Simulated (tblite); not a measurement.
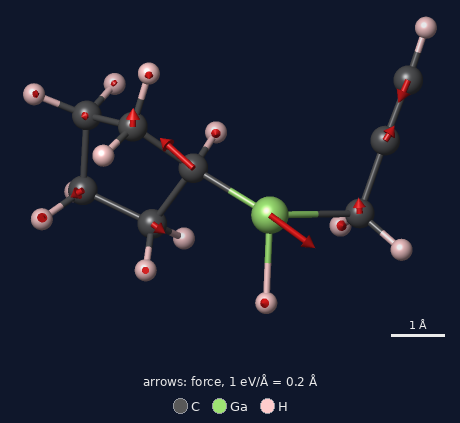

Starting geometry of C₈H₁₃Ga with the computed forces as red arrows. A ball-and-stick model, seen face on.

Method: GFN2-xTB geometry optimisation, gas phase in tblite 0.8.0. 

**What follows when this structure is relaxed?**

It isn't relaxed: the largest force vector, on the Ga atom, is 5.34 eV/Å. The final displacements have little in common with the starting forces (cosine between the two patterns 0.15). An H atom moves most after the best rigid fit: 1.80 Å. Largest moves by element: H 1.80 Å, C 0.84 Å, Ga 0.68 Å. Among the contacts that change: C–Ga 1.802 → 2.052 Å, C–Ga 2.192 → 2.078 Å, Ga–H 1.678 → 1.621 Å, C–H 1.140 → 1.098 Å. Bond angles that change, for instance: C–Ga–H 88.7° → 116.2°, Ga–C–C 137.8° → 111.6°, C–Ga–C 114.3° → 129.9°. Groups turn about C–C by about 20°, C–C by about 20°. Over 156 geometry steps the energy falls by 37.5 kcal/mol. The run took 1.3 s on 1 thread of Arm Neoverse V2 (shared host).
